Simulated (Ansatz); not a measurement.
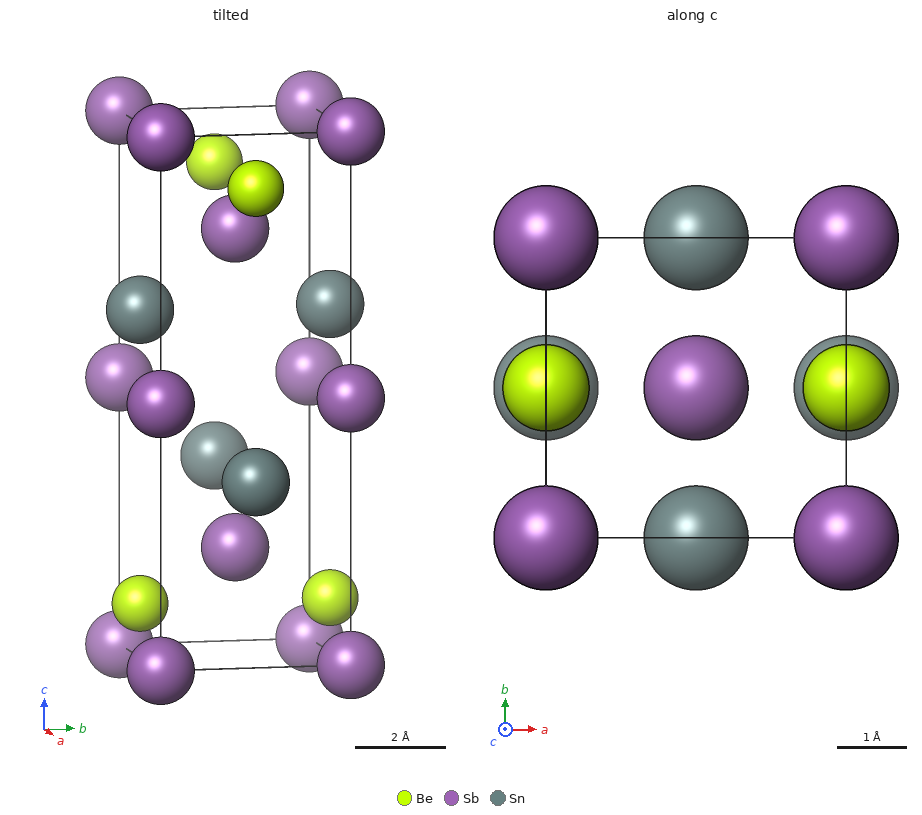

Crystal structure, spheres-only style, seen slightly off an axis and along the c axis. The frame is the conventional unit cell; atoms at its boundary are shown with their periodic copies.

BeSnSb$_{2}$, space group P-4m2 (No. 115), a = 4.367 Å, b = 4.367 Å, c = 12.096 Å, α = 90.00°, β = 90.00°, γ = 90.00°. The structure comes from a structure type filled with these elements by a generator (whether the compound takes this form wasn't checked). Earlier steps of the study may have refined or changed the cell and positions. It was run through Ansatz as a DFT input.

This one geometry was computed with Ansatz (DFT, plane waves, PAW) at three levels of theory: PBE, r2SCAN and PBE with spin-orbit coupling. It was relaxed beforehand with r2SCAN.

How does the band gap change with the level of theory?

All levels give a metal.

Collect the results in a table.

| level | cutoff (eV) | k-mesh of the run's cell | gap (eV) | pressure (GPa) |
| --- | --- | --- | --- | --- |
| PBE | 420 | 6×6×2 | metal | 1.0 |
| r2SCAN | 500 | 6×6×2 | metal | 0.0 |
| PBE with spin-orbit coupling | 420 | 6×6×2 | metal | 1.1 |

Gaps are taken on the k-mesh or band path of each run.
